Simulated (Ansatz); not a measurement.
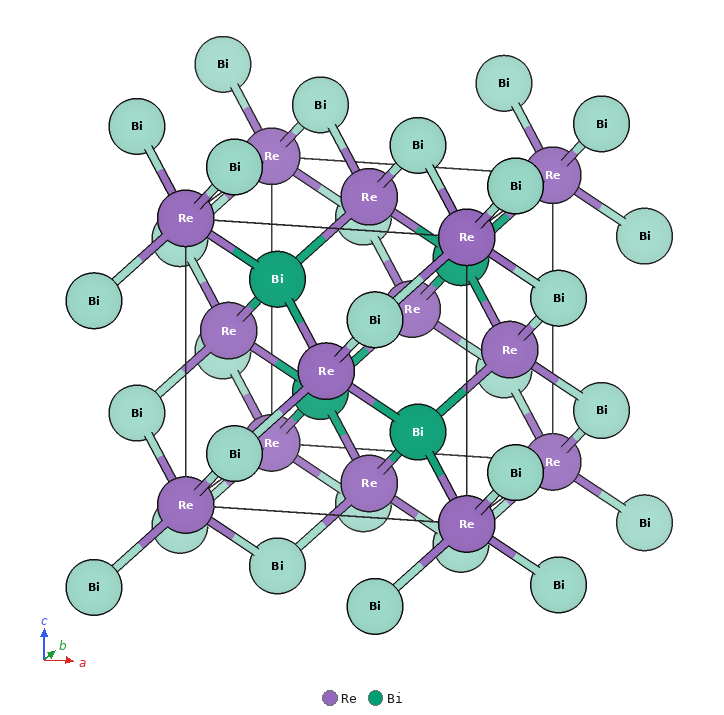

A ball-and-stick rendering, viewed slightly off an axis. The edges of the conventional unit cell are marked. Periodic images bonded to atoms of the box are shown as well, in fainter colours.

ReBi, zinc blende (sphalerite type), space group F-43m (No. 216), a = 6.220 Å, b = 6.220 Å, c = 6.220 Å, α = 90.00°, β = 90.00°, γ = 90.00°. Origin of the cell: a structure type filled with these elements by a generator (whether the compound takes this form wasn't checked). Earlier steps of the study, as a rule a relaxation of our own, may have changed the cell and positions, so they can lie some per cent off the listed ones. Ansatz was used for an electronic-structure calculation on it.

This one geometry was computed with Ansatz (DFT, plane waves, PAW) at four levels of theory: PBE, PBE with spin-orbit coupling, PBEsol and LDA.

Which level gives the highest pressure at this volume, and what does that say about its equilibrium volume?

Answer. Highest: PBE (0.0 GPa) and PBE with spin-orbit coupling (0.5 GPa), which points to the largest equilibrium volume. Lowest, with the smallest volume: LDA (-5.3 GPa). Levels within 0.5 GPa of each other can't be told apart.

How does the band gap change with the level of theory?

Answer. All levels give a metal.

Collect the results in a table.

Answer.
| level | cutoff (eV) | k-mesh of the run's cell | gap (eV) | pressure (GPa) |
| --- | --- | --- | --- | --- |
| PBE | 420 | 10×10×10 | metal | 0.0 |
| PBE with spin-orbit coupling | 420 | 10×10×10 | metal | 0.5 |
| PBEsol | 420 | 10×10×10 | metal | -3.4 |
| LDA | 420 | 10×10×10 | metal | -5.3 |

Gaps are taken on the k-mesh or band path of each run.
